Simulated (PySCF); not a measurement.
NMR shielding calculation of C₇H₁₁NS

The run: NMR shielding calculation of C₇H₁₁NS, SMILES CC(C)(C)c1ccsn1. Method and program: GIAO PBE0/pcSseg-1 NMR shielding, non-relativistic, gas phase (PySCF 2.14.0).

The geometry comes from this level: GFN2-xTB. Figures and captions count atoms from 1; the log counts them from 0 in places.

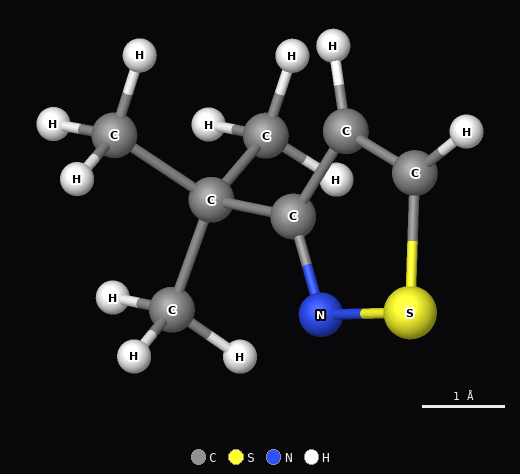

Figure 1. The structure (ball-and-stick view, seen at a tilt). Bond lengths as drawn: C–C 1.36 to 1.53 Å, C–H 1.07 to 1.09 Å, C–N 1.31 Å, C–S 1.71 Å and N–S 1.63 Å.

The input
```
{"job": {"kind": "nmr", "xc": "PBE0", "basis": "pcSseg-1"}, "charge": 0, "multiplicity": 1}
C     -1.235046     0.962078    -0.832336
C     -0.586757    -0.254417    -0.159234
C     -0.838419    -1.502311    -1.006398
C     -1.180822    -0.456301     1.240688
C      0.892782    -0.005561    -0.027927
C      1.469546     1.071807     0.694912
C      2.827209     1.017526     0.621851
S      3.294072    -0.337909    -0.318662
N      1.757511    -0.804680    -0.598044
H     -1.100614     1.860455    -0.234518
H     -2.301476     0.790016    -0.959154
H     -0.793536     1.131397    -1.812082
H     -0.412615    -1.377328    -1.997999
H     -0.372697    -2.370186    -0.547946
H     -1.907179    -1.681827    -1.099859
H     -0.701363    -1.297715     1.736545
H     -2.246387    -0.661438     1.164615
H     -1.044442     0.429410     1.856799
H      0.917430     1.825084     1.225034
H      3.557654     1.672580     1.050680
```

The first line tells a small driver script what to run in PySCF; the rest is the geometry in Å.

Hardware: 1 CPU thread, shared host.

Launched with:
```bash
OMP_NUM_THREADS=1 python <driver script> task.json out
```

What the program printed
```
coarse grid: 17112 points
cycle   1  E = -725.5940456266  dE =  1.394e+00  |g| = 4.826e-01  |ddm| = 4.213e+00
cycle   2  E = -725.5605206062  dE =  3.353e-02  |g| = 6.093e-01  |ddm| = 1.158e+00
cycle   3  E = -725.6509651441  dE = -9.044e-02  |g| = 1.386e-01  |ddm| = 7.367e-01
cycle   4  E = -725.6553563728  dE = -4.391e-03  |g| = 4.243e-02  |ddm| = 1.640e-01
cycle   5  E = -725.6557585151  dE = -4.021e-04  |g| = 1.449e-02  |ddm| = 6.634e-02
cycle   6  E = -725.6558094286  dE = -5.091e-05  |g| = 6.223e-03  |ddm| = 2.460e-02
cycle   7  E = -725.6558181570  dE = -8.728e-06  |g| = 1.560e-03  |ddm| = 6.512e-03
final grid: 160288 points
cycle   8  E = -725.7127784622  dE = -5.466e-05  |g| = 1.134e-02  |ddm| = 5.414e-02
cycle   9  E = -725.7127512926  dE =  2.717e-05  |g| = 1.542e-02  |ddm| = 2.520e-02
cycle  10  E = -725.7128085097  dE = -5.722e-05  |g| = 2.049e-03  |ddm| = 1.694e-02
cycle  11  E = -725.7128095411  dE = -1.031e-06  |g| = 4.937e-04  |ddm| = 2.473e-03
cycle  12  E = -725.7128095937  dE = -5.257e-08  |g| = 2.028e-04  |ddm| = 6.986e-04
cycle  13  E = -725.7128096036  dE = -9.919e-09  |g| = 6.316e-05  |ddm| = 2.452e-04
cycle  14  E = -725.7128096043  dE = -6.862e-10  |g| = 3.010e-05  |ddm| = 8.361e-05
```

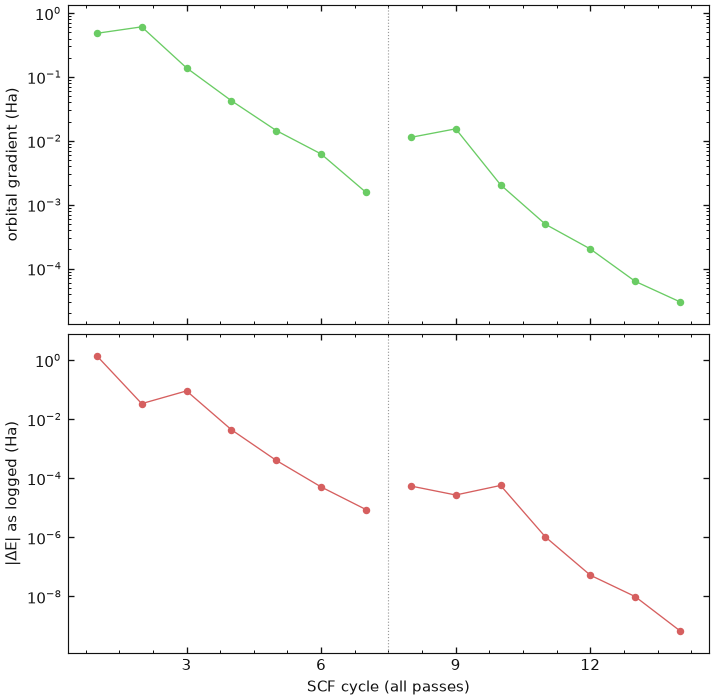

Figure 2. Convergence of the self-consistent field: orbital gradient and size of the energy change against the SCF cycle. The dotted line marks the change from a coarse to the final integration grid. The first 7 cycles use a coarse grid, the final grid takes over at cycle 8, and the field converges after 14 cycles in all.

```
converged SCF energy = -725.7128096043

GIAO shielding tensors (ppm)
atom      isotropic    diamagn.    paramagn.     s11        s22        s33       span
  0 C      153.955     247.753     -93.798    135.280    143.767    182.819     47.538
  1 C      148.347     241.845     -93.498    137.755    147.921    159.365     21.611
  2 C      156.906     246.142     -89.236    143.227    147.730    179.762     36.535
  3 C      153.928     247.760     -93.831    135.230    143.767    182.787     47.557
  4 C        4.543     253.573    -249.031    -58.815    -28.223    100.666    159.481
  5 C       62.079     253.692    -191.613    -20.030     51.007    155.259    175.290
  6 C       28.136     263.159    -235.022    -72.584     17.470    139.523    212.107
  7 S      129.786    1056.868    -927.082    -36.859    210.064    216.153    253.012
  8 N      -59.171     323.559    -382.731   -303.088    -98.500    224.075    527.163
  9 H       30.235      31.823      -1.588     25.595     29.161     35.949     10.355
 10 H       30.467      31.297      -0.831     26.405     28.217     36.778     10.374
 11 H       30.514      31.105      -0.590     27.001     28.346     36.196      9.196
 12 H       29.751      30.790      -1.039     25.511     27.874     35.868     10.357
 13 H       29.747      30.788      -1.041     25.500     27.880     35.863     10.363
 14 H       30.788      30.796      -0.009     26.509     29.228     36.626     10.117
 15 H       30.510      31.102      -0.592     26.997     28.340     36.192      9.195
 16 H       30.462      31.294      -0.832     26.404     28.211     36.772     10.368
 17 H       30.232      31.825      -1.593     25.587     29.165     35.945     10.358
 18 H       24.320      33.589      -9.269     20.750     23.345     28.864      8.114
 19 H       23.217      30.810      -7.593     21.955     22.272     25.424      3.469
```

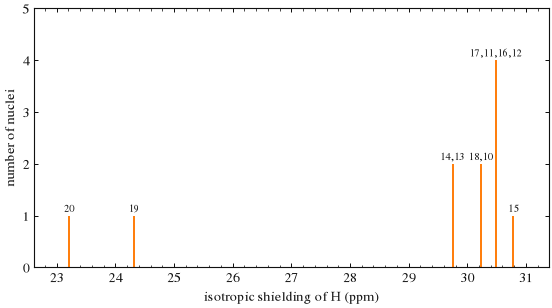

Figure 3. Isotropic shieldings of the hydrogen nuclei in this fixed geometry, labelled by atom number; shielding grows to the right, so chemical shift grows to the left. The least shielded is H20 (23.2 ppm), the most shielded H15 (30.8 ppm).

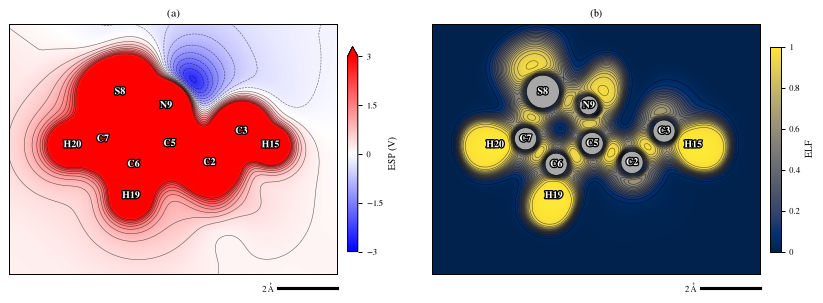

Figure 4. (a) molecular electrostatic potential; (b) electron localisation function on the plane of atoms C3, C2 and C5. Grey discs, where drawn, cover atomic cores. Atoms in the plane: C, S, N and H. C–N (1.31 Å): the ELF peaks at about 0.90 between the atoms; a double or triple bond. C–C (1.36 Å): the ELF peaks at about 0.95 between the atoms, which marks localised, shared-pair bonding. C–S (1.71 Å): the ELF peaks at about 0.90 between the atoms (localised, shared-pair bonding).

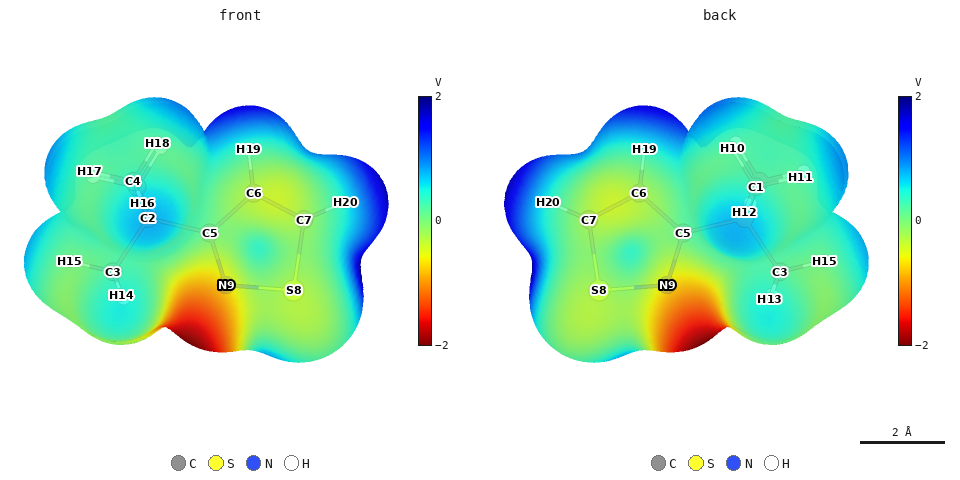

Figure 5. The molecular electrostatic potential painted on the density surface at 0.004 e/bohr³, seen face on and from behind; the colour scale runs from red (negative) to blue (positive). Its dipole moment is 2.16 D.

Summary

```tsv
quantity	value
outcome	converged
total energy	−725.712810 hartree
HOMO	−7.31 eV
LUMO	−0.72 eV
dipole moment	2.16 D
isotropic shielding, C	4.5 to 156.9 ppm
isotropic shielding, S	129.8 ppm
isotropic shielding, N	−59.2 ppm
isotropic shielding, H	23.2 to 30.8 ppm
wall time	89 s
peak memory	1 GiB
```
